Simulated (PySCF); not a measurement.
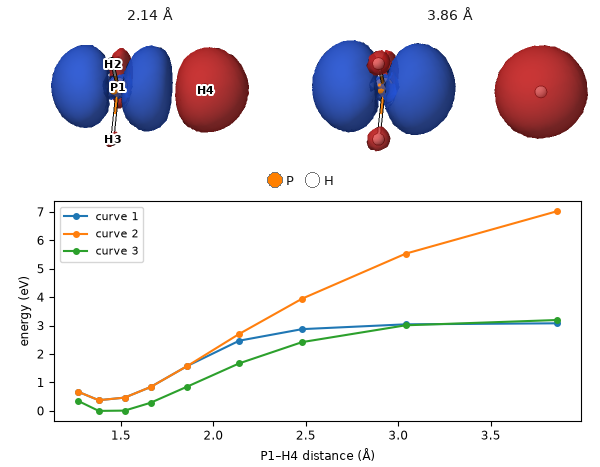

Figure 1: H$_{3}$P, SMILES `P`. Rigid stretch of the P1–H4 bond. Broken-symmetry UHF spin density at ±0.03 e/Å³ (red: α, blue: β). Below: energies along the scan, from the lowest point of the three curves.

PySCF calculation, def2-SVPD basis, gas phase; geometry: GFN2-xTB. No frequency check shows the geometry to be a minimum. GFN2-xTB bond lengths at metals and heavier atoms can be off by up to 0.1 Å and shapes distorted, which carries into these values.

Q: How does the broken-symmetry solution share the spin, and how far is it from a pure singlet?

A: At 3.86 Å excess α spin lies mostly on H4 and excess β on P1; the two could be swapped at no cost. ⟨S²⟩ is 0.49 at 2.14 Å and 1.01 at 3.86 Å, against 0 for a pure singlet and 1 for an equal mix of singlet and triplet.

Q: Which curve is which method?

A: Curve 1 is UHF. Curve 2 is RHF. Curve 3 is CASSCF(2,2). RHF rises too steeply because it keeps both electrons in one orbital and so mixes in ionic fragments.

Q: Where does the UHF solution part from RHF?

A: Between 1.86 Å (⟨S²⟩ = 0, the two coincide) and 2.14 Å (⟨S²⟩ = 0.49); at 3.86 Å ⟨S²⟩ is 1.01 and UHF lies 3.9 eV below RHF.

Q: How much energy does the stretch cost?

A: By CASSCF, 3.2 eV from the lowest point of the scan (1.38 Å) to 3.86 Å; RHF gives 6.7 eV from its own lowest point. The fragments aren't relaxed and dynamic correlation is missing, so this isn't a bond dissociation energy.
